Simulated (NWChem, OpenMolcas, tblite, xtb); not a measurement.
## InSiH4F (SMILES [F][InH][SiH3]): methods side by side

InSiH4F: 7 atoms, total charge 0, spin state singlet. SMILES: `[F][InH][SiH3]`. The shape is that of a PBE0-D4/def2-TZVP optimisation.

Quantity: the vertical ionisation energy (to the doublet cation), in eV. The values are calculated.

```csv
level,kind,program,value (eV),less CCSD(T)/def2-SVP,CPU time (all runs)
GFN2-xTB,semi-empirical,xtb,13.26,+3.35,under 2 s
IPEA1-xTB,semi-empirical,tblite,13.73,+3.82,under 2 s
HF/def2-SVP (core potential),Hartree–Fock,NWChem,9.56,-0.35,51 s
SVWN5/def2-SVP (core potential),LDA,OpenMolcas,9.70,-0.21,68 s
revPBE/def2-SVP (core potential),GGA,OpenMolcas,9.49,-0.42,95 s
TPSS/def2-SVP (core potential),meta-GGA,OpenMolcas,9.62,-0.29,2.2 min
B3LYP/def2-SVP (core potential),global hybrid,NWChem,9.85,-0.06,84 s
MP2/def2-SVP (core potential),perturbation theory,NWChem,9.97,+0.06,69 s
"CCSD(T)/def2-SVP (core potential), open shells restricted",coupled cluster or CI,OpenMolcas,9.91,0.00,2.2 min
```

Differences are taken from CCSD(T)/def2-SVP (core potential), open shells restricted for orientation; it has basis-set and higher-order errors of its own. Spin-orbit coupling, which can split open shells on such heavy atoms by tenths of an eV, is left out. The values span 9.49 to 13.73 eV. The xTB values lack the empirical shift that such differences need. In the correlated wave-function rows the outer d shell of In is correlated, in sets not made for it. CPU times are rough (shared hosts, several kinds of processor and program).

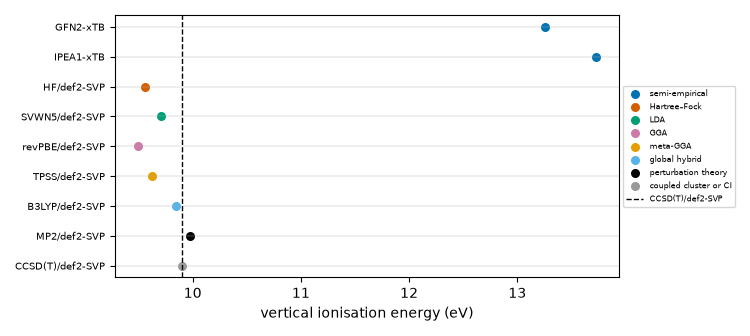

The values of the table, level by level.
